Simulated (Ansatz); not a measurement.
**C2H8Si: molecular dynamics (part 2 of 3)**

The same run, continued: C2H8Si, SMILES C[SiH2]C; r2SCAN/def2-SV(P), RKS (Ansatz 0.2.0). The geometry comes from this level: PBE0-D4/def2-TZVP.

Geometry of the input (Å):
```
C  -1.0502  0.9672  -0.6612
Si -0.3092  -0.6532  -0.0876
C  1.3466  -0.3923  0.7457
H  -2.0158  0.8069  -1.1461
H  -0.3917  1.4646  -1.3778
H  -1.2049  1.6449  0.1821
H  -0.1399  -1.5642  -1.2561
H  -1.2451  -1.3193  0.8633
H  2.0582  0.0752  0.0604
H  1.7726  -1.3420  1.0774
H  1.2448  0.2552  1.6203
```

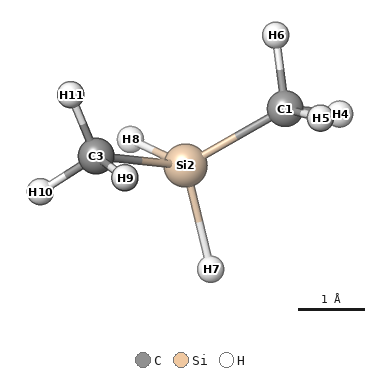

The geometry at step 20 of the log (ball-and-stick view, seen at a tilt; atoms are numbered from 1 in the order of the input).

## Trajectory as extended XYZ, continued
```
11
Properties=species:S:1:pos:R:3:forces:R:3 step=8 time_fs=4.0 energy=-10075.03577 temperature=599.3
C    -1.0148    0.9513   -0.6780    0.0115   1.6477  -1.4038
Si   -0.3110   -0.6314   -0.0955   -0.1635   0.8648   1.7482
C     1.2897   -0.4145    0.7670    3.1068   1.1564   2.1110
H    -1.9455    0.8306   -1.2922    0.2647   0.0657   0.4953
H    -0.3060    1.5608   -1.3482   -0.5145  -0.9273   0.6425
H    -1.1922    1.6217    0.1700   -0.4303   0.2226   0.2673
H    -0.1528   -1.4405   -1.2066    0.4229  -1.7637  -2.1475
H    -1.1301   -1.3613    0.8902   -0.6630  -0.1511   0.2060
H     2.0745    0.1714    0.1811   -0.5675  -1.0556  -0.1856
H     1.7361   -1.4570    1.0743   -0.5509   1.7436  -0.4112
H     1.3710    0.3251    1.7095   -0.9161  -1.8030  -1.3223
11
Properties=species:S:1:pos:R:3:forces:R:3 step=9 time_fs=4.5 energy=-10075.07949 temperature=721.8
C    -1.0076    0.9489   -0.6817   -0.3433   2.1304  -1.0745
Si   -0.3119   -0.6292   -0.0971   -0.0624   0.3084   1.3907
C     1.2858   -0.4143    0.7709    2.7721   1.1912   2.2537
H    -1.9340    0.8363   -1.3129    0.3414   0.0593   0.6304
H    -0.3065    1.5710   -1.3425   -0.3870  -0.9424   0.5938
H    -1.1915    1.6312    0.1786   -0.3712  -0.1503  -0.1663
H    -0.1496   -1.4516   -1.2278    0.3505  -1.3723  -1.6059
H    -1.1162   -1.3740    0.9008   -0.6356  -0.0660   0.0794
H     2.0589    0.1743    0.2022   -0.2388  -0.9099  -0.4697
H     1.7204   -1.4491    1.0783   -0.4145   1.5352  -0.3760
H     1.3764    0.3235    1.7121   -1.0111  -1.7836  -1.2557
11
Properties=species:S:1:pos:R:3:forces:R:3 step=10 time_fs=5.0 energy=-10075.11063 temperature=740.9
C    -1.0006    0.9467   -0.6863   -0.7871   2.4902  -0.7908
Si   -0.3128   -0.6272   -0.0987    0.0776  -0.2913   0.9037
C     1.2820   -0.4142    0.7763    2.3968   1.2350   2.2818
H    -1.9271    0.8439   -1.3315    0.4674   0.0428   0.7813
H    -0.3110    1.5796   -1.3355   -0.1923  -0.9010   0.4704
H    -1.1901    1.6414    0.1836   -0.3216  -0.4657  -0.4964
H    -0.1472   -1.4705   -1.2542    0.2633  -0.8948  -0.9554
H    -1.1006   -1.3848    0.9098   -0.6442  -0.0076  -0.0112
H     2.0428    0.1783    0.2225    0.0911  -0.7679  -0.7380
H     1.7037   -1.4396    1.0832   -0.2495   1.2621  -0.3300
H     1.3807    0.3180    1.7126   -1.1015  -1.7019  -1.1154
11
Properties=species:S:1:pos:R:3:forces:R:3 step=11 time_fs=5.5 energy=-10075.11746 temperature=774.5
C    -0.9941    0.9462   -0.6918   -1.2529   2.7040  -0.4461
Si   -0.3129   -0.6249   -0.1000    0.2027  -0.7896   0.4282
C     1.2783   -0.4140    0.7825    2.0368   1.2144   2.1894
H    -1.9211    0.8546   -1.3457    0.5424  -0.0027   0.8680
H    -0.3200    1.5881   -1.3266    0.0906  -0.7763   0.2604
H    -1.1926    1.6535    0.1840   -0.2600  -0.7352  -0.7316
H    -0.1462   -1.4927   -1.2809    0.1873  -0.4443  -0.3565
H    -1.0837   -1.3920    0.9171   -0.6872   0.0206  -0.0614
H     2.0271    0.1820    0.2389    0.3950  -0.6359  -0.9601
H     1.6861   -1.4322    1.0862   -0.0799   0.9893  -0.2848
H     1.3844    0.3062    1.7122   -1.1748  -1.5443  -0.9056
11
Properties=species:S:1:pos:R:3:forces:R:3 step=12 time_fs=6.0 energy=-10075.10130 temperature=694.2
C    -0.9882    0.9461   -0.6974   -1.6940   2.7675  -0.0111
Si   -0.3119   -0.6225   -0.1008    0.3036  -1.1889  -0.0091
C     1.2749   -0.4143    0.7891    1.6951   1.1655   1.9827
H    -1.9143    0.8626   -1.3530    0.5313  -0.0550   0.8578
H    -0.3321    1.5970   -1.3134    0.4422  -0.5700  -0.0357
H    -1.1993    1.6642    0.1813   -0.1965  -0.9536  -0.8739
H    -0.1429   -1.5143   -1.3086    0.1227  -0.0446   0.1690
H    -1.0677   -1.3973    0.9214   -0.7465   0.0249  -0.0859
H     2.0127    0.1811    0.2502    0.6710  -0.4925  -1.1503
H     1.6687   -1.4253    1.0851    0.1003   0.6590  -0.2177
H     1.3898    0.2886    1.7106   -1.2293  -1.3123  -0.6258
11
Properties=species:S:1:pos:R:3:forces:R:3 step=13 time_fs=6.5 energy=-10075.05499 temperature=740.9
C    -0.9831    0.9457   -0.7024   -2.0993   2.7391   0.4777
Si   -0.3104   -0.6203   -0.1018    0.3634  -1.5452  -0.3110
C     1.2718   -0.4159    0.7966    1.2907   1.2387   1.5876
H    -1.9087    0.8668   -1.3535    0.4698  -0.1023   0.7749
H    -0.3452    1.6061   -1.2981    0.8046  -0.3156  -0.3651
H    -1.2090    1.6720    0.1781   -0.1277  -1.1340  -0.9644
H    -0.1403   -1.5341   -1.3361    0.0758   0.2834   0.5969
H    -1.0550   -1.4047    0.9251   -0.7755   0.0550  -0.1425
H     1.9979    0.1790    0.2577    0.9153  -0.3713  -1.3030
H     1.6510   -1.4145    1.0847    0.3396   0.1554  -0.1106
H     1.3934    0.2692    1.7054   -1.2569  -1.0032  -0.2405
11
Properties=species:S:1:pos:R:3:forces:R:3 step=14 time_fs=7.0 energy=-10074.97441 temperature=624.9
C    -0.9784    0.9465   -0.7074   -2.5265   2.6010   0.9468
Si   -0.3091   -0.6181   -0.1036    0.3771  -1.8326  -0.4551
C     1.2684   -0.4171    0.8049    0.8497   1.1865   1.1257
H    -1.9068    0.8690   -1.3491    0.4349  -0.1381   0.6719
H    -0.3576    1.6141   -1.2847    1.1542  -0.0200  -0.7011
H    -1.2210    1.6787    0.1735   -0.0433  -1.2723  -1.0103
H    -0.1393   -1.5523   -1.3583    0.0510   0.5290   0.8966
H    -1.0452   -1.4144    0.9276   -0.7829   0.1102  -0.2205
H     1.9797    0.1774    0.2627    1.1852  -0.2444  -1.4558
H     1.6329   -1.4067    1.0874    0.5572  -0.2837  -0.0304
H     1.3936    0.2508    1.6986   -1.2566  -0.6358   0.2320
11
Properties=species:S:1:pos:R:3:forces:R:3 step=15 time_fs=7.5 energy=-10074.88025 temperature=568.1
C    -0.9733    0.9487   -0.7122   -2.9127   2.4000   1.3154
Si   -0.3077   -0.6162   -0.1057    0.3706  -2.0369  -0.5261
C     1.2642   -0.4180    0.8123    0.4800   0.9726   0.7460
H    -1.9064    0.8675   -1.3433    0.4259  -0.1546   0.5746
H    -0.3680    1.6219   -1.2767    1.4375   0.2482  -0.9821
H    -1.2338    1.6850    0.1664    0.0458  -1.3679  -1.0161
H    -0.1359   -1.5690   -1.3746    0.0315   0.7154   1.0999
H    -1.0353   -1.4242    0.9286   -0.8012   0.1598  -0.2866
H     1.9606    0.1729    0.2635    1.4573  -0.0975  -1.5954
H     1.6175   -1.4028    1.0927    0.6978  -0.5655   0.0002
H     1.3919    0.2342    1.6939   -1.2325  -0.2737   0.6702
11
Properties=species:S:1:pos:R:3:forces:R:3 step=16 time_fs=8.0 energy=-10074.80004 temperature=569.4
C    -0.9684    0.9513   -0.7167   -3.0865   2.2645   1.4665
Si   -0.3058   -0.6147   -0.1081    0.3536  -2.2257  -0.5410
C     1.2605   -0.4188    0.8192    0.1306   0.7609   0.4124
H    -1.9035    0.8618   -1.3383    0.3818  -0.1623   0.4753
H    -0.3775    1.6331   -1.2770    1.5618   0.3584  -1.1022
H    -1.2458    1.6880    0.1563    0.1127  -1.3925  -0.9596
H    -0.1297   -1.5852   -1.3880    0.0094   0.8725   1.2566
H    -1.0277   -1.4344    0.9302   -0.7998   0.2291  -0.3738
H     1.9429    0.1652    0.2598    1.7036   0.0512  -1.6933
H     1.6039   -1.3985    1.1013    0.8146  -0.8282   0.0207
H     1.3862    0.2191    1.6924   -1.1818   0.0719   1.0383
11
Properties=species:S:1:pos:R:3:forces:R:3 step=17 time_fs=8.5 energy=-10074.75904 temperature=513.0
C    -0.9645    0.9538   -0.7198   -3.0353   2.2343   1.3302
Si   -0.3036   -0.6130   -0.1107    0.3369  -2.4013  -0.5147
C     1.2575   -0.4192    0.8266   -0.1221   0.5208   0.0348
H    -1.8995    0.8559   -1.3351    0.3224  -0.1776   0.3898
H    -0.3853    1.6469   -1.2840    1.5109   0.2771  -1.0373
H    -1.2568    1.6846    0.1437    0.1435  -1.3108  -0.8099
H    -0.1258   -1.6005   -1.3961    0.0012   0.9960   1.3534
H    -1.0212   -1.4457    0.9299   -0.7944   0.3050  -0.4495
H     1.9300    0.1533    0.2514    1.8568   0.1435  -1.6992
H     1.5905   -1.3962    1.1129    0.8830  -0.9997   0.0301
H     1.3764    0.2074    1.6920   -1.1029   0.4129   1.3722
11
Properties=species:S:1:pos:R:3:forces:R:3 step=18 time_fs=9.0 energy=-10074.76266 temperature=562.4
C    -0.9618    0.9565   -0.7227   -2.7767   2.2687   1.0409
Si   -0.3013   -0.6114   -0.1133    0.3300  -2.5365  -0.5095
C     1.2553   -0.4205    0.8339   -0.1315   0.4007  -0.4133
H    -1.8949    0.8549   -1.3310    0.2045  -0.2238   0.2774
H    -0.3912    1.6611   -1.2975    1.3506   0.0673  -0.8393
H    -1.2657    1.6767    0.1300    0.1516  -1.1406  -0.5937
H    -0.1223   -1.6144   -1.3997    0.0005   1.0921   1.4045
H    -1.0144   -1.4571    0.9258   -0.8082   0.3635  -0.4853
H     1.9232    0.1434    0.2379    1.7894   0.0630  -1.4960
H     1.5782   -1.3979    1.1273    0.9034  -1.0391   0.0127
H     1.3625    0.1994    1.6935   -1.0137   0.6847   1.6017
11
Properties=species:S:1:pos:R:3:forces:R:3 step=19 time_fs=9.5 energy=-10074.79424 temperature=646.3
C    -0.9598    0.9595   -0.7266   -2.3662   2.3448   0.6391
Si   -0.2991   -0.6101   -0.1159    0.3408  -2.6274  -0.5692
C     1.2534   -0.4226    0.8404    0.1499   0.5045  -0.8932
H    -1.8928    0.8578   -1.3240    0.0623  -0.2865   0.1437
H    -0.3970    1.6789   -1.3155    1.1083  -0.2532  -0.5480
H    -1.2703    1.6652    0.1159    0.1267  -0.8974  -0.3118
H    -0.1171   -1.6265   -1.4023   -0.0024   1.1722   1.4392
H    -1.0097   -1.4683    0.9163   -0.8350   0.4014  -0.4812
H     1.9221    0.1422    0.2190    1.4484  -0.2402  -1.0163
H     1.5654   -1.4032    1.1444    0.9002  -0.9571  -0.0530
H     1.3447    0.1927    1.6999   -0.9329   0.8390   1.6507
11
Properties=species:S:1:pos:R:3:forces:R:3 step=20 time_fs=10.0 energy=-10074.82754 temperature=612.6
C    -0.9586    0.9627   -0.7302   -2.0197   2.3935   0.1901
Si   -0.2976   -0.6096   -0.1180    0.3506  -2.6518  -0.6702
C     1.2511   -0.4248    0.8462    0.6125   0.7236  -1.2597
H    -1.8978    0.8587   -1.3143    0.0417  -0.3119   0.0661
H    -0.4018    1.7002   -1.3302    0.8483  -0.6022  -0.2746
H    -1.2702    1.6542    0.1043    0.0678  -0.6468  -0.0083
H    -0.1147   -1.6349   -1.4035    0.0061   1.2241   1.4486
H    -1.0094   -1.4796    0.9013   -0.8636   0.4223  -0.4400
H     1.9274    0.1461    0.1975    0.9557  -0.6475  -0.3827
H     1.5532   -1.4107    1.1642    0.8669  -0.7654  -0.1647
H     1.3254    0.1866    1.7123   -0.8662   0.8622   1.4955
11
Properties=species:S:1:pos:R:3:forces:R:3 step=21 time_fs=10.5 energy=-10074.84990 temperature=622.0
C    -0.9580    0.9662   -0.7334   -1.7064   2.3898  -0.1889
Si   -0.2962   -0.6096   -0.1198    0.3437  -2.6211  -0.7937
C     1.2483   -0.4273    0.8515    1.1226   0.8997  -1.4731
H    -1.9056    0.8565   -1.3023    0.0725  -0.2959   0.0089
H    -0.4034    1.7223   -1.3389    0.6028  -0.9244  -0.0638
H    -1.2650    1.6446    0.0969   -0.0157  -0.4183   0.2740
H    -0.1141   -1.6378   -1.4046    0.0199   1.2433   1.4422
H    -1.0142   -1.4881    0.8845   -0.8793   0.4326  -0.3880
H     1.9391    0.1488    0.1759    0.4427  -1.0224   0.2561
H     1.5447   -1.4192    1.1857    0.7945  -0.4968  -0.3011
H     1.3039    0.1814    1.7273   -0.7973   0.8136   1.2273
11
Properties=species:S:1:pos:R:3:forces:R:3 step=22 time_fs=11.0 energy=-10074.85669 temperature=585.2
C    -0.9576    0.9704   -0.7367   -1.4704   2.3071  -0.5128
Si   -0.2945   -0.6096   -0.1215    0.3216  -2.5419  -0.9323
C     1.2451   -0.4292    0.8559    1.6084   1.0838  -1.4534
H    -1.9158    0.8532   -1.2896    0.1577  -0.2596  -0.0284
H    -0.4027    1.7418   -1.3456    0.3849  -1.1845   0.0938
H    -1.2595    1.6354    0.0916   -0.0917  -0.1987   0.5358
H    -0.1120   -1.6369   -1.4058    0.0289   1.2413   1.4318
H    -1.0214   -1.4906    0.8693   -0.8924   0.4235  -0.3335
H     1.9560    0.1472    0.1552   -0.0253  -1.3012   0.8174
H     1.5394   -1.4258    1.2078    0.7031  -0.2341  -0.4306
H     1.2826    0.1805    1.7445   -0.7247   0.6642   0.8122
11
Properties=species:S:1:pos:R:3:forces:R:3 step=23 time_fs=11.5 energy=-10074.86895 temperature=523.2
C    -0.9573    0.9757   -0.7405   -1.3388   2.1145  -0.6694
Si   -0.2925   -0.6098   -0.1234    0.2715  -2.3858  -1.0485
C     1.2416   -0.4308    0.8592    1.9870   1.2827  -1.2040
H    -1.9270    0.8501   -1.2740    0.2366  -0.2277  -0.0882
H    -0.4033    1.7551   -1.3521    0.2462  -1.3122   0.1675
H    -1.2581    1.6283    0.0877   -0.1195  -0.0199   0.7374
H    -0.1090   -1.6319   -1.4025    0.0406   1.2031   1.3794
H    -1.0298   -1.4895    0.8545   -0.9074   0.4007  -0.2726
H     1.9741    0.1396    0.1402   -0.3768  -1.4378   1.2104
H     1.5374   -1.4289    1.2267    0.6144  -0.0533  -0.5207
H     1.2638    0.1834    1.7626   -0.6538   0.4357   0.3085
11
Properties=species:S:1:pos:R:3:forces:R:3 step=24 time_fs=12.0 energy=-10074.89256 temperature=569.0
C    -0.9572    0.9822   -0.7441   -1.1489   1.9167  -0.6644
Si   -0.2907   -0.6098   -0.1258    0.2124  -2.1804  -1.1170
C     1.2383   -0.4330    0.8615    2.2489   1.4311  -0.8654
H    -1.9332    0.8499   -1.2573    0.1805  -0.2247  -0.2161
H    -0.4047    1.7653   -1.3583    0.1576  -1.3692   0.2106
H    -1.2593    1.6230    0.0857   -0.1150   0.1193   0.8784
H    -0.1060   -1.6201   -1.3950    0.0588   1.1165   1.2728
H    -1.0384   -1.4875    0.8393   -0.9270   0.3727  -0.2086
H     1.9894    0.1261    0.1289   -0.6221  -1.4618   1.4839
H     1.5385   -1.4307    1.2426    0.5219   0.0758  -0.5869
H     1.2441    0.1863    1.7807   -0.5671   0.2039  -0.1874
11
Properties=species:S:1:pos:R:3:forces:R:3 step=25 time_fs=12.5 energy=-10074.92200 temperature=589.1
C    -0.9571    0.9889   -0.7468   -1.0247   1.7707  -0.6304
Si   -0.2897   -0.6095   -0.1282    0.1376  -1.9568  -1.0851
C     1.2357   -0.4355    0.8635    2.3860   1.4675  -0.5064
H    -1.9403    0.8517   -1.2415    0.1702  -0.2171  -0.3132
H    -0.4045    1.7751   -1.3627    0.0692  -1.4175   0.2503
H    -1.2602    1.6194    0.0864   -0.0928   0.2161   0.9610
H    -0.1067   -1.6011   -1.3842    0.0918   0.9704   1.1060
H    -1.0489   -1.4845    0.8265   -0.9291   0.3601  -0.1671
H     2.0007    0.1073    0.1191   -0.7743  -1.4021   1.6851
H     1.5409   -1.4325    1.2583    0.4226   0.1983  -0.6570
H     1.2219    0.1870    1.7991   -0.4565   0.0103  -0.6431
11
Properties=species:S:1:pos:R:3:forces:R:3 step=26 time_fs=13.0 energy=-10074.96491 temperature=589.0
C    -0.9568    0.9959   -0.7494   -1.0890   1.6896  -0.4857
Si   -0.2893   -0.6095   -0.1308    0.0499  -1.6833  -0.9633
C     1.2338   -0.4370    0.8641    2.4115   1.3803  -0.0972
H    -1.9499    0.8548   -1.2300    0.2725  -0.1902  -0.3252
H    -0.4056    1.7843   -1.3658    0.0149  -1.4279   0.2691
H    -1.2604    1.6175    0.0937   -0.0305   0.1994   0.8731
H    -0.1097   -1.5778   -1.3693    0.1382   0.7597   0.8631
H    -1.0597   -1.4804    0.8161   -0.9246   0.3534  -0.1359
H     2.0071    0.0842    0.1130   -0.8187  -1.2632   1.7824
H     1.5445   -1.4332    1.2734    0.3139   0.3257  -0.7360
H     1.2000    0.1872    1.8156   -0.3380  -0.1436  -1.0445
11
Properties=species:S:1:pos:R:3:forces:R:3 step=27 time_fs=13.5 energy=-10075.01018 temperature=746.8
C    -0.9562    1.0033   -0.7527   -1.3791   1.6280  -0.2295
Si   -0.2893   -0.6099   -0.1341   -0.0315  -1.3686  -0.7771
C     1.2322   -0.4380    0.8638    2.3140   1.2352   0.3847
H    -1.9618    0.8562   -1.2254    0.5019  -0.1338  -0.2261
H    -0.4130    1.7939   -1.3700    0.0231  -1.3853   0.2702
H    -1.2601    1.6149    0.1094    0.0637   0.0757   0.5899
H    -0.1100   -1.5537   -1.3534    0.1847   0.5050   0.5648
H    -1.0721   -1.4752    0.8063   -0.9117   0.3524  -0.1182
H     2.0081    0.0589    0.1118   -0.7559  -1.0627   1.7769
H     1.5490   -1.4322    1.2891    0.2041   0.4371  -0.8161
H     1.1773    0.1883    1.8313   -0.2133  -0.2830  -1.4196
11
Properties=species:S:1:pos:R:3:forces:R:3 step=28 time_fs=14.0 energy=-10075.03511 temperature=680.3
C    -0.9556    1.0104   -0.7561   -1.7754   1.5884   0.0753
Si   -0.2896   -0.6107   -0.1373   -0.1056  -1.0156  -0.5231
C     1.2312   -0.4393    0.8641    2.1096   1.0624   0.7898
H    -1.9759    0.8540   -1.2236    0.8014  -0.0565  -0.0795
H    -0.4244    1.8046   -1.3759    0.0431  -1.3396   0.2837
H    -1.2611    1.6114    0.1297    0.1770  -0.0903   0.2007
H    -0.1107   -1.5294   -1.3368    0.2412   0.2076   0.2085
H    -1.0865   -1.4692    0.7961   -0.8952   0.3526  -0.1026
H     2.0054    0.0329    0.1127   -0.6264  -0.8386   1.7167
H     1.5531   -1.4293    1.3052    0.1163   0.4878  -0.8784
H     1.1541    0.1880    1.8432   -0.0858  -0.3582  -1.6911
11
Properties=species:S:1:pos:R:3:forces:R:3 step=29 time_fs=14.5 energy=-10075.04603 temperature=671.7
C    -0.9552    1.0170   -0.7600   -2.0939   1.5462   0.3581
Si   -0.2901   -0.6119   -0.1402   -0.1489  -0.6045  -0.2294
C     1.2316   -0.4412    0.8645    1.7810   0.8294   1.0903
H    -1.9895    0.8506   -1.2204    1.0591   0.0166   0.0298
H    -0.4340    1.8138   -1.3849    0.0312  -1.3206   0.3301
H    -1.2628    1.6077    0.1483    0.2884  -0.2198  -0.1652
H    -0.1132   -1.5060   -1.3208    0.3056  -0.1218  -0.1892
H    -1.1011   -1.4596    0.7861   -0.8963   0.3280  -0.0659
H     1.9999    0.0061    0.1162   -0.4118  -0.5815   1.5746
H     1.5574   -1.4256    1.3185    0.0506   0.4823  -0.9109
H     1.1324    0.1849    1.8485    0.0350  -0.3545  -1.8223
11
Properties=species:S:1:pos:R:3:forces:R:3 step=30 time_fs=15.0 energy=-10075.05662 temperature=754.7
C    -0.9552    1.0243   -0.7643   -2.3553   1.3419   0.6179
Si   -0.2909   -0.6139   -0.1430   -0.1719  -0.1383   0.0769
C     1.2336   -0.4439    0.8658    1.2694   0.5426   1.3670
H    -2.0031    0.8467   -1.2152    1.2877   0.0928   0.1064
H    -0.4415    1.8174   -1.3949    0.0381  -1.2379   0.3341
H    -1.2625    1.6031    0.1631    0.3681  -0.2681  -0.4318
H    -0.1165   -1.4841   -1.3080    0.3727  -0.4592  -0.5968
H    -1.1197   -1.4465    0.7743   -0.9002   0.2836  -0.0143
H     1.9909   -0.0223    0.1248   -0.0661  -0.2675   1.3005
H     1.5613   -1.4222    1.3280    0.0120   0.4139  -0.9000
H     1.1125    0.1786    1.8503    0.1456  -0.3037  -1.8599
11
Properties=species:S:1:pos:R:3:forces:R:3 step=31 time_fs=15.5 energy=-10075.04734 temperature=739.6
C    -0.9558    1.0320   -0.7682   -2.5713   0.9982   0.9457
Si   -0.2919   -0.6167   -0.1460   -0.1496   0.3968   0.3762
C     1.2361   -0.4474    0.8679    0.6629   0.3258   1.6154
H    -2.0137    0.8426   -1.2101    1.4451   0.1649   0.1484
H    -0.4487    1.8171   -1.4001    0.1016  -1.0567   0.2538
H    -1.2621    1.5969    0.1771    0.4252  -0.2800  -0.6509
H    -0.1179   -1.4626   -1.2972    0.4447  -0.8081  -1.0307
H    -1.1399   -1.4308    0.7567   -0.9409   0.1962   0.0833
H     1.9809   -0.0493    0.1331    0.3236   0.0486   0.9818
H     1.5649   -1.4168    1.3359    0.0083   0.2609  -0.8462
H     1.0941    0.1723    1.8510    0.2505  -0.2466  -1.8767
```
